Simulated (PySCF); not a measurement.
# Geometry relaxation of C₈H₂₄N₄Si (part 2 of 2)

Continued. System: C₈H₂₄N₄Si (Si(NMe2)4), SMILES CN(C)[Si](N(C)C)(N(C)C)N(C)C. Method: PBE0-D3(BJ)/def2-SVP geometry optimisation, gas phase (PySCF 2.14.0). It belongs to a series of runs on one base structure; here: ligand (all four): Me to NMe2.

Trajectory as extended XYZ, continued:
```
37
Properties=species:S:1:pos:R:3:forces:R:3 step=6 energy=-22494.56832
Si   -0.0073    0.0029    0.0006    0.0763   0.0623  -0.0812
N    -0.1144    0.0384    1.7329    0.0409  -0.0275   0.0665
C     0.1452    1.2185    2.5140    0.0125   0.0177  -0.0279
C    -0.2218   -1.1634    2.5152   -0.0249  -0.0211  -0.0126
H    -0.6672    1.4111    3.2418   -0.0140   0.0023   0.0043
H     0.2257    2.0983    1.8595   -0.0039   0.0074  -0.0041
H     1.0864    1.1464    3.0975    0.0022  -0.0124   0.0030
H    -0.5310   -2.0083    1.8842    0.0095   0.0055   0.0062
H     0.7299   -1.4408    3.0126    0.0216  -0.0071   0.0085
H    -0.9805   -1.0541    3.3134   -0.0224   0.0056   0.0075
N     1.6393   -0.1029   -0.5522   -0.0852   0.0178   0.0383
C     2.7437    0.3857    0.2271    0.0192   0.0018   0.0059
C     1.9923   -0.4846   -1.8927    0.0309   0.0121  -0.0216
H     3.5702   -0.3510    0.2584   -0.0010  -0.0053   0.0006
H     2.4325    0.5720    1.2643   -0.0012   0.0004  -0.0046
H     3.1687    1.3292   -0.1737   -0.0006   0.0004  -0.0007
H     1.1051   -0.8383   -2.4361   -0.0267  -0.0078  -0.0072
H     2.4308    0.3542   -2.4722    0.0007   0.0054   0.0006
H     2.7405   -1.3019   -1.9017    0.0071  -0.0099   0.0072
N    -0.7680    1.4789   -0.5123   -0.0596  -0.0095  -0.0115
C    -1.9910    1.9699    0.0690    0.0812  -0.0027  -0.0080
C    -0.3564    2.1857   -1.6957   -0.0135   0.0057   0.0515
H    -1.8971    3.0301    0.3782   -0.0015  -0.0075   0.0088
H    -2.2513    1.3801    0.9596   -0.0034   0.0047   0.0111
H    -2.8467    1.9169   -0.6335   -0.0321  -0.0024  -0.0304
H     0.6251    1.8288   -2.0343    0.0234  -0.0121  -0.0106
H    -1.0691    2.0691   -2.5374   -0.0137  -0.0014  -0.0092
H    -0.2630    3.2715   -1.5001    0.0018   0.0106   0.0004
N    -0.7826   -1.3963   -0.6755    0.0061  -0.0462   0.0381
C    -0.1743   -2.7016   -0.6790   -0.0300   0.0314   0.0169
C    -2.1687   -1.3938   -1.0565   -0.0267  -0.0043  -0.0250
H    -0.6844   -3.4105    0.0061    0.0044   0.0032  -0.0045
H     0.8778   -2.6316   -0.3667    0.0012  -0.0046  -0.0032
H    -0.1985   -3.1590   -1.6874    0.0022  -0.0045  -0.0161
H    -2.5428   -0.3640   -1.1409    0.0040  -0.0044   0.0024
H    -2.3139   -1.8783   -2.0419    0.0065   0.0029   0.0044
H    -2.8176   -1.9310   -0.3338    0.0087  -0.0066  -0.0038
37
Properties=species:S:1:pos:R:3:forces:R:3 step=7 energy=-22494.57070
Si   -0.0069    0.0008    0.0005    0.1111   0.0145  -0.0764
N    -0.0906    0.0317    1.7342   -0.0116  -0.0048   0.0379
C     0.1650    1.2174    2.5074    0.0243   0.0046  -0.0115
C    -0.2377   -1.1610    2.5235   -0.0122  -0.0047  -0.0072
H    -0.6548    1.4202    3.2245   -0.0082   0.0057   0.0029
H     0.2564    2.0910    1.8458   -0.0039   0.0045   0.0008
H     1.0998    1.1457    3.1012   -0.0003  -0.0054   0.0074
H    -0.5549   -2.0030    1.8931    0.0074  -0.0032   0.0016
H     0.6992   -1.4562    3.0388    0.0116  -0.0002   0.0063
H    -1.0079   -1.0280    3.3079   -0.0082  -0.0016  -0.0009
N     1.6352   -0.0899   -0.5695   -0.0871   0.0065   0.0445
C     2.7483    0.3844    0.2061    0.0219   0.0085   0.0049
C     1.9756   -0.4690   -1.9139    0.0351   0.0077  -0.0262
H     3.5692   -0.3594    0.2274   -0.0040  -0.0021   0.0001
H     2.4445    0.5659    1.2463    0.0016  -0.0016  -0.0055
H     3.1788    1.3273   -0.1906   -0.0034  -0.0028  -0.0018
H     1.0835   -0.8262   -2.4475   -0.0176  -0.0053  -0.0062
H     2.4050    0.3713   -2.4988   -0.0037  -0.0013   0.0099
H     2.7271   -1.2838   -1.9306   -0.0048  -0.0011   0.0042
N    -0.7798    1.4712   -0.5072   -0.0527   0.0035   0.0158
C    -2.0009    1.9541    0.0835    0.0662  -0.0200  -0.0004
C    -0.3600    2.2072   -1.6688   -0.0097  -0.0021   0.0211
H    -1.9038    3.0076    0.4129   -0.0056   0.0037   0.0078
H    -2.2622    1.3492    0.9640   -0.0033   0.0043   0.0043
H    -2.8563    1.9156   -0.6202   -0.0341   0.0009  -0.0224
H     0.6248    1.8594   -2.0074    0.0182  -0.0077  -0.0145
H    -1.0664    2.1096   -2.5185   -0.0062   0.0028  -0.0073
H    -0.2703    3.2883   -1.4463    0.0029   0.0067   0.0011
N    -0.7786   -1.4054   -0.6656   -0.0056  -0.0312   0.0309
C    -0.1610   -2.7060   -0.6696   -0.0161   0.0390   0.0045
C    -2.1589   -1.4112   -1.0667   -0.0214  -0.0018  -0.0160
H    -0.6666   -3.4194    0.0136    0.0003  -0.0025  -0.0014
H     0.8901   -2.6280   -0.3564    0.0062  -0.0080  -0.0007
H    -0.1803   -3.1614   -1.6793    0.0044  -0.0061  -0.0082
H    -2.5429   -0.3845   -1.1387   -0.0016   0.0040   0.0008
H    -2.2848   -1.8803   -2.0623    0.0026  -0.0008   0.0020
H    -2.8112   -1.9684   -0.3626    0.0075  -0.0024  -0.0023
37
Properties=species:S:1:pos:R:3:forces:R:3 step=8 energy=-22494.57155
Si   -0.0042    0.0007    0.0001    0.0697  -0.0046  -0.0295
N    -0.0794    0.0296    1.7353   -0.0187   0.0041   0.0062
C     0.1757    1.2175    2.5056    0.0176  -0.0074  -0.0036
C    -0.2447   -1.1590    2.5272    0.0049   0.0026  -0.0065
H    -0.6490    1.4271    3.2156   -0.0026   0.0052   0.0005
H     0.2753    2.0884    1.8414   -0.0018   0.0006   0.0012
H     1.1053    1.1434    3.1069    0.0001  -0.0018   0.0052
H    -0.5606   -2.0011    1.8963    0.0070  -0.0033  -0.0021
H     0.6842   -1.4589    3.0546    0.0014   0.0028   0.0027
H    -1.0234   -1.0172    3.3017   -0.0083  -0.0028   0.0044
N     1.6341   -0.0831   -0.5767   -0.0307   0.0011   0.0197
C     2.7548    0.3821    0.1941   -0.0017   0.0052   0.0074
C     1.9672   -0.4594   -1.9241    0.0103   0.0042  -0.0173
H     3.5710   -0.3669    0.2078   -0.0032  -0.0002  -0.0005
H     2.4579    0.5616    1.2366    0.0006   0.0000   0.0001
H     3.1880    1.3237   -0.2021   -0.0025  -0.0026  -0.0021
H     1.0713   -0.8152   -2.4532   -0.0027  -0.0001  -0.0044
H     2.3940    0.3822   -2.5087   -0.0027  -0.0023   0.0048
H     2.7178   -1.2747   -1.9456   -0.0027  -0.0029  -0.0008
N    -0.7864    1.4671   -0.5040   -0.0227  -0.0005   0.0129
C    -2.0062    1.9413    0.0941    0.0224  -0.0036  -0.0010
C    -0.3666    2.2172   -1.6563   -0.0093  -0.0026   0.0070
H    -1.9112    2.9917    0.4345   -0.0044   0.0042   0.0021
H    -2.2642    1.3283    0.9702   -0.0006   0.0010  -0.0022
H    -2.8643    1.9077   -0.6078   -0.0149   0.0019  -0.0068
H     0.6188    1.8741   -1.9995    0.0035  -0.0049  -0.0070
H    -1.0732    2.1297   -2.5072   -0.0004   0.0017  -0.0014
H    -0.2775    3.2958   -1.4210    0.0036   0.0044   0.0014
N    -0.7762   -1.4083   -0.6609   -0.0129  -0.0117   0.0210
C    -0.1553   -2.7065   -0.6664    0.0005   0.0162  -0.0036
C    -2.1536   -1.4171   -1.0729   -0.0019   0.0049  -0.0060
H    -0.6597   -3.4232    0.0144   -0.0016  -0.0014  -0.0010
H     0.8955   -2.6273   -0.3517    0.0034  -0.0036   0.0010
H    -0.1711   -3.1604   -1.6772    0.0028  -0.0019  -0.0011
H    -2.5419   -0.3916   -1.1393   -0.0020   0.0007   0.0004
H    -2.2692   -1.8789   -2.0731   -0.0011  -0.0016  -0.0005
H    -2.8073   -1.9838   -0.3781    0.0014  -0.0009  -0.0008
37
Properties=species:S:1:pos:R:3:forces:R:3 step=9 energy=-22494.57202
Si   -0.0024    0.0002   -0.0007   -0.0184  -0.0088   0.0103
N    -0.0704    0.0267    1.7357   -0.0184   0.0076  -0.0109
C     0.1878    1.2141    2.5057    0.0019  -0.0086  -0.0002
C    -0.2438   -1.1605    2.5277    0.0093   0.0019  -0.0022
H    -0.6387    1.4295    3.2123    0.0024   0.0017  -0.0017
H     0.2938    2.0842    1.8412    0.0008  -0.0002   0.0011
H     1.1144    1.1355    3.1111    0.0013   0.0007   0.0022
H    -0.5542   -2.0033    1.8951    0.0043  -0.0015  -0.0006
H     0.6807   -1.4602    3.0633   -0.0048   0.0046   0.0011
H    -1.0293   -1.0176    3.2955   -0.0013  -0.0032   0.0006
N     1.6318   -0.0788   -0.5830    0.0067   0.0007   0.0000
C     2.7536    0.3812    0.1898    0.0026  -0.0005  -0.0076
C     1.9626   -0.4497   -1.9333   -0.0047   0.0035   0.0114
H     3.5679   -0.3697    0.2002    0.0014   0.0015   0.0005
H     2.4570    0.5570    1.2330    0.0016  -0.0010  -0.0029
H     3.1880    1.3234   -0.2034    0.0019   0.0001  -0.0005
H     1.0650   -0.8022   -2.4627    0.0056   0.0036   0.0020
H     2.3894    0.3943   -2.5139   -0.0003  -0.0012  -0.0008
H     2.7116   -1.2663   -1.9590   -0.0016  -0.0014  -0.0026
N    -0.7935    1.4640   -0.5000    0.0037   0.0086  -0.0048
C    -2.0107    1.9385    0.1015   -0.0121  -0.0114   0.0154
C    -0.3756    2.2199   -1.6490    0.0080  -0.0022  -0.0156
H    -1.9144    2.9878    0.4454    0.0017   0.0003  -0.0033
H    -2.2680    1.3238    0.9766   -0.0010  -0.0029  -0.0012
H    -2.8715    1.9085   -0.5986    0.0084  -0.0009   0.0054
H     0.6074    1.8751   -1.9988   -0.0082   0.0031  -0.0024
H    -1.0859    2.1401   -2.4977    0.0016   0.0017   0.0028
H    -0.2817    3.2970   -1.4079    0.0035   0.0010   0.0009
N    -0.7762   -1.4102   -0.6575   -0.0096   0.0109   0.0102
C    -0.1505   -2.7054   -0.6652    0.0061  -0.0117  -0.0127
C    -2.1519   -1.4216   -1.0759    0.0164   0.0007   0.0029
H    -0.6530   -3.4259    0.0131   -0.0020  -0.0006  -0.0013
H     0.8999   -2.6241   -0.3493   -0.0016   0.0016   0.0014
H    -0.1628   -3.1577   -1.6771    0.0010   0.0010   0.0030
H    -2.5439   -0.3973   -1.1385   -0.0004   0.0020   0.0016
H    -2.2612   -1.8790   -2.0789   -0.0025  -0.0009  -0.0017
H    -2.8056   -1.9948   -0.3868   -0.0030   0.0001   0.0005
37
Properties=species:S:1:pos:R:3:forces:R:3 step=10 energy=-22494.57222
Si   -0.0007    0.0005   -0.0005   -0.0360  -0.0037   0.0243
N    -0.0688    0.0270    1.7361   -0.0070   0.0034  -0.0109
C     0.1895    1.2142    2.5063    0.0002  -0.0032   0.0014
C    -0.2416   -1.1601    2.5283    0.0066  -0.0007   0.0024
H    -0.6384    1.4318    3.2107    0.0027  -0.0014  -0.0016
H     0.2983    2.0839    1.8419    0.0033  -0.0008   0.0008
H     1.1144    1.1341    3.1143   -0.0006   0.0006  -0.0024
H    -0.5433   -2.0053    1.8945    0.0015  -0.0009   0.0001
H     0.6813   -1.4543    3.0698   -0.0055   0.0039   0.0008
H    -1.0328   -1.0210    3.2914    0.0042  -0.0027  -0.0051
N     1.6324   -0.0766   -0.5837    0.0372  -0.0026  -0.0190
C     2.7577    0.3805    0.1859   -0.0103  -0.0014  -0.0011
C     1.9604   -0.4454   -1.9354   -0.0147  -0.0030   0.0106
H     3.5704   -0.3723    0.1930    0.0016   0.0006  -0.0001
H     2.4651    0.5559    1.2302   -0.0006   0.0015   0.0021
H     3.1928    1.3219   -0.2082    0.0014   0.0009   0.0000
H     1.0612   -0.7945   -2.4641    0.0071   0.0032   0.0010
H     2.3883    0.3990   -2.5143    0.0023   0.0008  -0.0030
H     2.7072   -1.2640   -1.9640   -0.0007   0.0007  -0.0028
N    -0.7959    1.4629   -0.4980    0.0209  -0.0046  -0.0049
C    -2.0112    1.9315    0.1110   -0.0301   0.0105   0.0009
C    -0.3839    2.2212   -1.6478    0.0006  -0.0012  -0.0066
H    -1.9171    2.9805    0.4568    0.0016  -0.0011  -0.0029
H    -2.2619    1.3139    0.9859    0.0014  -0.0022  -0.0032
H    -2.8759    1.9002   -0.5846    0.0135  -0.0002   0.0093
H     0.5960    1.8758   -2.0057   -0.0094   0.0020   0.0040
H    -1.0998    2.1447   -2.4922    0.0005   0.0011   0.0047
H    -0.2863    3.2977   -1.4049    0.0018  -0.0034   0.0004
N    -0.7750   -1.4099   -0.6565   -0.0069   0.0090   0.0017
C    -0.1498   -2.7053   -0.6687    0.0122  -0.0148  -0.0075
C    -2.1497   -1.4198   -1.0778    0.0105   0.0021   0.0037
H    -0.6535   -3.4283    0.0059   -0.0013   0.0016  -0.0012
H     0.9003   -2.6260   -0.3510   -0.0024   0.0028   0.0016
H    -0.1605   -3.1539   -1.6823   -0.0003   0.0034   0.0025
H    -2.5413   -0.3951   -1.1378   -0.0009  -0.0007   0.0004
H    -2.2574   -1.8741   -2.0824   -0.0016   0.0005  -0.0013
H    -2.8048   -1.9951   -0.3917   -0.0031   0.0002   0.0009
37
Properties=species:S:1:pos:R:3:forces:R:3 step=11 energy=-22494.57240
Si   -0.0013    0.0004    0.0002   -0.0302  -0.0002   0.0158
N    -0.0685    0.0258    1.7366   -0.0001   0.0014  -0.0069
C     0.1908    1.2124    2.5073   -0.0011   0.0012   0.0028
C    -0.2359   -1.1624    2.5281    0.0054  -0.0021   0.0014
H    -0.6361    1.4300    3.2128    0.0015  -0.0022  -0.0006
H     0.2994    2.0827    1.8436    0.0024  -0.0013  -0.0001
H     1.1163    1.1315    3.1143   -0.0002  -0.0001  -0.0023
H    -0.5308   -2.0095    1.8938    0.0005   0.0002  -0.0005
H     0.6875   -1.4505    3.0716   -0.0018   0.0019   0.0003
H    -1.0293   -1.0286    3.2896   -0.0002  -0.0015  -0.0015
N     1.6318   -0.0756   -0.5840    0.0274  -0.0013  -0.0138
C     2.7571    0.3816    0.1853   -0.0066  -0.0010  -0.0005
C     1.9591   -0.4430   -1.9361   -0.0098  -0.0026   0.0057
H     3.5702   -0.3707    0.1920    0.0011   0.0000  -0.0003
H     2.4649    0.5567    1.2297   -0.0007   0.0014   0.0014
H     3.1918    1.3233   -0.2087    0.0004   0.0010   0.0001
H     1.0597   -0.7901   -2.4655    0.0027   0.0018   0.0004
H     2.3880    0.4016   -2.5140    0.0025   0.0015  -0.0023
H     2.7047   -1.2626   -1.9663    0.0013   0.0001  -0.0017
N    -0.7978    1.4626   -0.4956    0.0162  -0.0036  -0.0033
C    -2.0116    1.9316    0.1167   -0.0202   0.0093  -0.0036
C    -0.3900    2.2196   -1.6478   -0.0004  -0.0016  -0.0019
H    -1.9167    2.9809    0.4611    0.0011  -0.0017  -0.0004
H    -2.2598    1.3143    0.9925    0.0014  -0.0010  -0.0009
H    -2.8780    1.8995   -0.5765    0.0087  -0.0002   0.0056
H     0.5866    1.8714   -2.0113   -0.0048   0.0008   0.0039
H    -1.1108    2.1450   -2.4880   -0.0014   0.0009   0.0035
H    -0.2878    3.2959   -1.4056    0.0005  -0.0015  -0.0001
N    -0.7752   -1.4096   -0.6568    0.0003   0.0042  -0.0004
C    -0.1484   -2.7043   -0.6740    0.0055  -0.0080  -0.0027
C    -2.1500   -1.4188   -1.0773    0.0013  -0.0006   0.0022
H    -0.6519   -3.4303   -0.0024   -0.0003   0.0011  -0.0009
H     0.9013   -2.6248   -0.3554   -0.0021   0.0018   0.0010
H    -0.1583   -3.1489   -1.6893    0.0001   0.0021   0.0002
H    -2.5420   -0.3941   -1.1345    0.0001  -0.0014   0.0002
H    -2.2585   -1.8708   -2.0829    0.0001   0.0012  -0.0003
H    -2.8049   -1.9958   -0.3923   -0.0006   0.0002   0.0005
37
Properties=species:S:1:pos:R:3:forces:R:3 step=12 energy=-22494.57254
Si   -0.0030    0.0003    0.0014   -0.0078   0.0018  -0.0001
N    -0.0650    0.0222    1.7375    0.0052  -0.0023   0.0039
C     0.1951    1.2068    2.5106   -0.0030   0.0064   0.0006
C    -0.2235   -1.1687    2.5268   -0.0012  -0.0041   0.0014
H    -0.6302    1.4225    3.2185    0.0003  -0.0022   0.0006
H     0.3023    2.0789    1.8490    0.0002  -0.0006  -0.0005
H     1.1220    1.1245    3.1152    0.0006  -0.0005  -0.0010
H    -0.5058   -2.0183    1.8902   -0.0012   0.0003   0.0003
H     0.7007   -1.4466    3.0740    0.0018  -0.0008  -0.0007
H    -1.0216   -1.0452    3.2853    0.0007   0.0001  -0.0014
N     1.6297   -0.0718   -0.5873    0.0018  -0.0010  -0.0019
C     2.7554    0.3856    0.1811    0.0012   0.0008   0.0000
C     1.9546   -0.4360   -1.9404    0.0012  -0.0021  -0.0022
H     3.5695   -0.3657    0.1861   -0.0003  -0.0001  -0.0005
H     2.4643    0.5595    1.2260   -0.0002   0.0005   0.0001
H     3.1888    1.3281   -0.2125   -0.0006   0.0007   0.0001
H     1.0543   -0.7802   -2.4700   -0.0024  -0.0003  -0.0005
H     2.3841    0.4094   -2.5168    0.0007   0.0009   0.0001
H     2.6989   -1.2567   -1.9745    0.0007   0.0015   0.0003
N    -0.8031    1.4621   -0.4895    0.0031   0.0019   0.0026
C    -2.0137    1.9320    0.1291    0.0004  -0.0013  -0.0040
C    -0.4024    2.2189   -1.6442    0.0009  -0.0009  -0.0005
H    -1.9162    2.9813    0.4727    0.0003  -0.0010   0.0027
H    -2.2580    1.3143    1.0056    0.0000   0.0007   0.0023
H    -2.8828    1.9004   -0.5601   -0.0007  -0.0003  -0.0007
H     0.5682    1.8657   -2.0181    0.0019   0.0002   0.0009
H    -1.1323    2.1494   -2.4768   -0.0020   0.0008   0.0003
H    -0.2913    3.2942   -1.4017   -0.0016   0.0004   0.0001
N    -0.7754   -1.4097   -0.6567    0.0068  -0.0034  -0.0055
C    -0.1447   -2.7026   -0.6844   -0.0016   0.0054   0.0040
C    -2.1504   -1.4196   -1.0757   -0.0104  -0.0023   0.0007
H    -0.6466   -3.4350   -0.0188    0.0003   0.0003  -0.0003
H     0.9045   -2.6221   -0.3643    0.0010  -0.0011   0.0000
H    -0.1528   -3.1389   -1.7032    0.0006   0.0001  -0.0017
H    -2.5449   -0.3954   -1.1259   -0.0003   0.0000   0.0000
H    -2.2595   -1.8653   -2.0841    0.0012   0.0015   0.0008
H    -2.8035   -2.0021   -0.3936    0.0025   0.0001  -0.0003
```

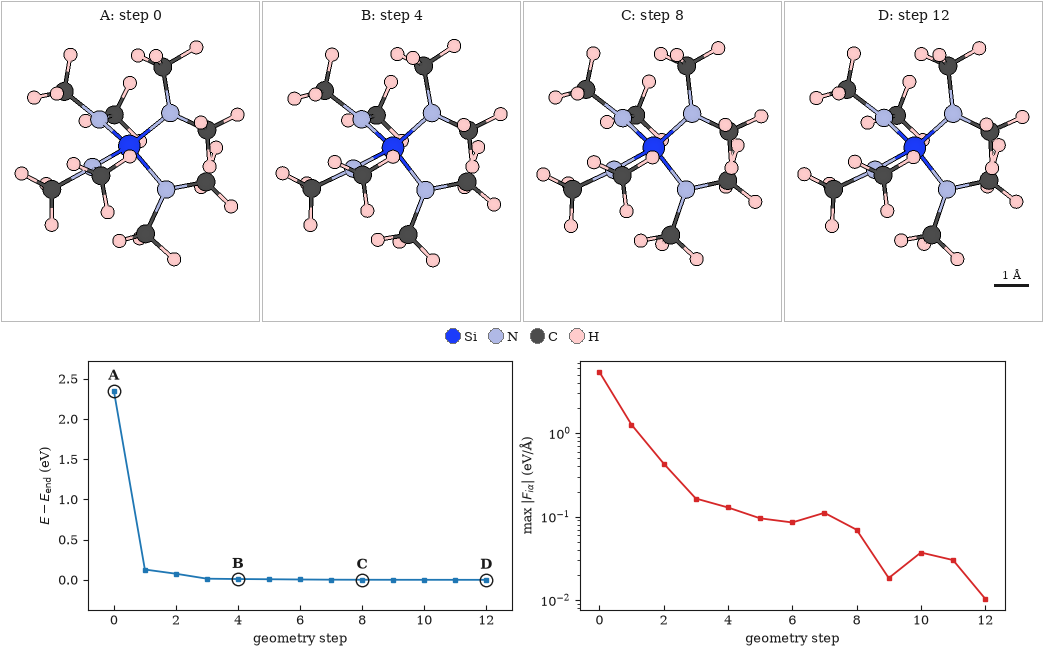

Fig. 1: Frames of the relaxation (ball-and-stick view, seen at a tilt) above the curves, on which the letters mark them (steps are counted from 0).

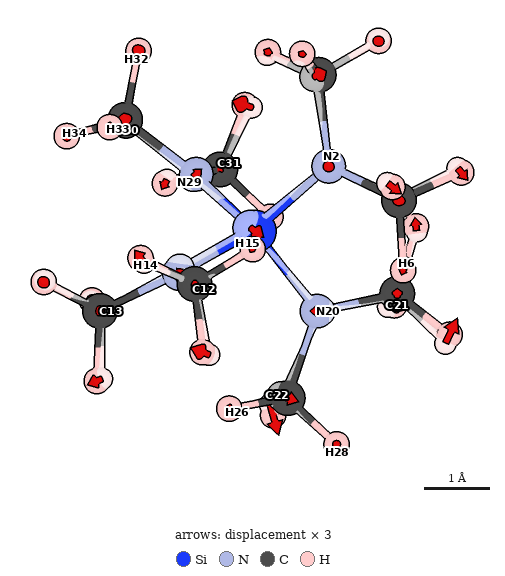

Fig. 2: Start (faint) and end (solid) with the displacements as red arrows, magnified 3 times (ball-and-stick view, seen at a tilt). The two geometries are laid on each other by the best rigid fit. After 12 geometry steps the energy has fallen by 2.350 eV. Largest force component: 5.4 eV/Å at the start, 0.01 eV/Å at the end. The atom that moves furthest after the best rigid fit is H27 (0.17 Å). Largest moves by element: H 0.17 Å, C 0.11 Å, Si 0.10 Å, N 0.08 Å. Among the contacts that change: Si1–N20 1.873 → 1.737 Å, C21–H25 1.003 → 1.110 Å, C13–H17 1.000 → 1.100 Å, Si1–N11 1.638 → 1.737 Å. Among the angles that change: Si1–N20–C22 115.2° → 122.8°, N2–C4–H9 119.9° → 112.7°, N20–C22–H28 104.2° → 111.3°. (Atoms are counted from 1 in the order of the input.)

Results in brief:

| quantity | value |
| --- | --- |
| outcome | converged |
| total energy | −826.660300 hartree |
| dipole moment | 0.01 D |
| point group | S4 |
| wall time | 13 min (CPU time 30 min) |
| peak memory | 2.9 GiB |
